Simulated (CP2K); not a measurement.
# GePH4 (SMILES [PH2][GeH2]) at AM1

What is the vertical electron affinity of GePH4 at AM1? 

The results are computed with CP2K 2026.2.

2 further runs of the same task are left out: 1 that didn't finish, 1 set aside as unsound or not needed.

## (1) The structure to begin with

GePH4: 6 atoms, total charge 0, spin state doublet. SMILES: `[PH2][GeH2]`. Geometry: a GFN2-xTB relaxation, a rough one for these elements and not checked as a minimum. This is one conformer, not always the lowest.

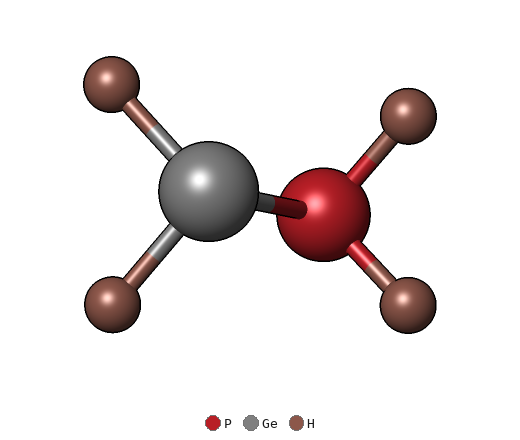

The structure, seen from a chosen angle (phosphorus red, germanium grey, hydrogen brown).

## (2) Energy and forces at AM1

mol.inp reads:

```
&global
    project_name mol
    run_type ENERGY_FORCE
    print_level MEDIUM
&end
&force_eval
    method Quickstep
    &dft
        multiplicity 2
        uks T
        &qs
            method AM1
            eps_default 1.0E-10
            &se
                &coulomb
                    cutoff [angstrom] 50
                    rc_range [angstrom] 0
                &end
                &exchange
                    cutoff [angstrom] 50
                    rc_range [angstrom] 0
                &end
            &end
        &end
        &poisson
            periodic NONE
            poisson_solver ANALYTIC
        &end
        &scf
            scf_guess ATOMIC
            eps_scf 1.0E-07
            max_scf 150
            added_mos 4
            &diagonalization
                algorithm STANDARD
            &end
            &mixing
                method DIRECT_P_MIXING
                alpha 0.4
            &end
        &end
        &print
            &moments
                periodic F
                reference COM
                max_moment 1
            &end
            &mo ON
                energies T
                occupation_numbers T
                ndigits 6
                &each
                    qs_scf 0
                &end
                add_last NUMERIC
            &end
            &hirshfeld OFF
            &end
        &end
    &end
    &subsys
        &cell
            abc 17.4 19.5 18.3
            periodic NONE
        &end
        &coord
            P     -0.725480    -0.973200    -0.034920
            Ge     0.676560     0.865490     0.027180
            H     -0.086900    -1.703320     0.958300
            H     -0.060650    -1.652070    -1.046640
            H      0.107790     1.766620    -1.119240
            H      0.088690     1.696480     1.215320
        &end
        &topology
            &center_coordinates
            &end
        &end
    &end
    &print
        &forces ON
        &end
    &end
&end
```

The run is started by

```
$ OMP_NUM_THREADS=1 cp2k.psmp -i mol.inp -o mol.out
```

Standard output:

```text
CP2K| version string:                                       CP2K version 2026.2
[...]
 GLOBAL| Method name                                                        CP2K
[...]
 GLOBAL| Run type                                                   ENERGY_FORCE
[...]
                             - Atoms:                                          6
[...]
                             - Spherical basis functions:                     12
[...]
 Number of electrons:                                                          7
[...]
     1 P_Mix/Diag. 0.40E+00    0.0     0.41145973        -7.5381027016 -7.54E+00
[...]
    38 DIIS/Diag.  0.53E-07    0.0     0.00000009        -9.6665320991 -4.09E-14
  *** SCF run converged in    38 steps ***
  Core-core repulsion energy [eV]:                            360.64029483576002
  Core Hamiltonian energy [eV]:                              -382.06934828995935
  Two-electron integral energy [eV]:                         -483.22132411249834
  Electronic energy [eV]:                                    -623.68001034620852
  Total energy [eV]:                                         -263.03971551044856
  Atomic reference energy [eV]:                               264.92656213995087
  Heat of formation [kcal/mol]:                                43.51172039852115
[...]
 SE_DIPOLE| Moment [Debye]         -2.40087009       0.12240192      -0.02819569
 SE_DIPOLE| Derivative [a.u.]       0.00000000       0.00000000       0.00000000
 ENERGY| Total FORCE_EVAL ( QS ) energy [hartree]             -9.666532099104284
 FORCES| Atomic forces [hartree/bohr]
 FORCES|   Atom     x               y               z               |f|
 FORCES|      1  2.52852606E-02 -4.46763385E-03  2.20973932E-04   2.56778696E-02
 FORCES|      2 -2.92489747E-02 -3.10094146E-03 -3.30504946E-04   2.94147513E-02
 FORCES|      3 -6.19564689E-03  7.00249873E-03 -4.28836481E-03   1.02864523E-02
 FORCES|      4 -6.29731149E-03  6.66014275E-03  4.37236651E-03   1.01553544E-02
 FORCES|      5  8.26880279E-03 -3.00696836E-03 -2.82370773E-03   9.24057810E-03
 FORCES|      6  8.18786964E-03 -3.08709780E-03  2.84923704E-03   9.20269166E-03
 FORCES| Sum    -1.31838984E-16  0.00000000E+00  1.52655666E-16
 FORCES| Total atomic force                                       2.01705900E-16
[...]
```

Run time: 0.93 s. Hardware: 1 thread of Intel Xeon 6975P-C (Granite Rapids), shared host; peak memory 0.19 GiB.

## (3) The singlet anion

job.inp reads:

```
&GLOBAL
   PROJECT job
   RUN_TYPE ENERGY_FORCE
   PRINT_LEVEL MEDIUM
&END GLOBAL
&FORCE_EVAL
   METHOD Quickstep
   &DFT
      CHARGE -1
      &QS
         METHOD AM1
         EPS_DEFAULT 1.0E-10
         &SE
            &COULOMB
               CUTOFF [angstrom] 50
               RC_RANGE [angstrom] 0
            &END COULOMB
            &EXCHANGE
               CUTOFF [angstrom] 50
               RC_RANGE [angstrom] 0
            &END EXCHANGE
         &END SE
      &END QS
      &POISSON
         PERIODIC NONE
         POISSON_SOLVER ANALYTIC
      &END POISSON
      &SCF
         SCF_GUESS ATOMIC
         EPS_SCF 1.0E-07
         MAX_SCF 100
         ADDED_MOS 4
         &DIAGONALIZATION
            ALGORITHM STANDARD
         &END DIAGONALIZATION
         &MIXING
            METHOD DIRECT_P_MIXING
            ALPHA 0.4
         &END MIXING
      &END SCF
      &PRINT
         &MOMENTS
            PERIODIC F
            REFERENCE COM
            MAX_MOMENT 1
         &END MOMENTS
         &MO ON
            ENERGIES T
            OCCUPATION_NUMBERS T
            NDIGITS 6
            &EACH
               QS_SCF 0
            &END EACH
            ADD_LAST NUMERIC
         &END MO
         &HIRSHFELD OFF
         &END HIRSHFELD
      &END PRINT
   &END DFT
   &SUBSYS
      &CELL
         ABC 17.4 19.5 18.3
         PERIODIC NONE
      &END CELL
      &COORD
         P     -0.725480    -0.973200    -0.034920
         Ge     0.676560     0.865490     0.027180
         H     -0.086900    -1.703320     0.958300
         H     -0.060650    -1.652070    -1.046640
         H      0.107790     1.766620    -1.119240
         H      0.088690     1.696480     1.215320
      &END COORD
      &TOPOLOGY
         &CENTER_COORDINATES
         &END CENTER_COORDINATES
      &END TOPOLOGY
   &END SUBSYS
   &PRINT
      &FORCES ON
      &END FORCES
   &END PRINT
&END FORCE_EVAL
```

The run is started by

```
$ OMP_NUM_THREADS=1 cp2k.psmp -i job.inp > job.out 2>&1
```

Standard output:

```text
CP2K| version string:                                       CP2K version 2026.2
[...]
 GLOBAL| Method name                                                        CP2K
[...]
 GLOBAL| Run type                                                   ENERGY_FORCE
[...]
                             - Atoms:                                          6
[...]
                             - Spherical basis functions:                     12
[...]
 Number of electrons:                                                         14
[...]
     1 P_Mix/Diag. 0.40E+00    0.0     0.72370643        -7.6729814585 -7.67E+00
[...]
    46 DIIS/Diag.  0.76E-07    0.0     0.00000010        -9.7450354840 -4.26E-14
  *** SCF run converged in    46 steps ***
  Core-core repulsion energy [eV]:                            360.64029483576002
  Core Hamiltonian energy [eV]:                              -409.58674610642714
  Two-electron integral energy [eV]:                         -432.45889996224457
  Electronic energy [eV]:                                    -625.81619608754943
  Total energy [eV]:                                         -265.17590125178947
  Atomic reference energy [eV]:                               264.92656213995087
  Heat of formation [kcal/mol]:                                -5.74989697048029
[...]
 SE_DIPOLE| Moment [Debye]          0.38783008       0.95753984       0.01953897
 SE_DIPOLE| Derivative [a.u.]       0.00000000       0.00000000       0.00000000
 ENERGY| Total FORCE_EVAL ( QS ) energy [hartree]             -9.745035484033238
 FORCES| Atomic forces [hartree/bohr]
 FORCES|   Atom     x               y               z               |f|
 FORCES|      1  2.00011148E-02 -1.06657916E-02 -1.13081907E-05   2.26672414E-02
 FORCES|      2 -3.20120922E-02  4.21092458E-04 -2.56466237E-04   3.20158889E-02
 FORCES|      3 -4.73873704E-03  7.89627510E-03 -5.08616363E-03   1.05202590E-02
 FORCES|      4 -4.86687453E-03  7.51338866E-03  5.25439847E-03   1.03800857E-02
 FORCES|      5  1.08586880E-02 -2.52881312E-03 -3.23595016E-03   1.16093658E-02
 FORCES|      6  1.07579010E-02 -2.63615148E-03  3.33548975E-03   1.15675071E-02
 FORCES| Sum    -1.52655666E-16 -2.49800181E-16  2.91433544E-16
 FORCES| Total atomic force                                       4.13082792E-16
[...]
```

Run time: 0.89 s. Hardware: 1 thread of Intel Xeon 6975P-C (Granite Rapids), shared host; peak memory 0.19 GiB.

## (4) Summary of results

At AM1:

```
                                                quantity          value
                             doublet GePH4: total energy    -9.66653 Eh
                            doublet GePH4: dipole moment         2.40 D
       doublet GePH4: HOMO energy (highest over α and β)       -9.41 eV
        doublet GePH4: LUMO energy (lowest over α and β)       -1.83 eV
doublet GePH4: heat of formation at this unrelaxed shape  43.5 kcal/mol
                 doublet GePH4: largest force on an atom     1.513 eV/Å
                             singlet anion: total energy    -9.74504 Eh
                              singlet anion: HOMO energy       -2.47 eV
                              singlet anion: LUMO energy        4.82 eV
                            singlet anion: HOMO–LUMO gap        7.30 eV
singlet anion: heat of formation at this unrelaxed shape  -5.7 kcal/mol
                 singlet anion: largest force on an atom     1.646 eV/Å
       vertical electron affinity (to the singlet anion)       2.136 eV
```

**Reading.** At fixed nuclei the extra electron is bound by 2.14 eV (49 kcal/mol). The largest force (doublet GePH4) is 1.51 eV/Å: the shape isn't a stationary point for this species at this level. A minimal valence basis can't be trusted even for the sign of an electron affinity.
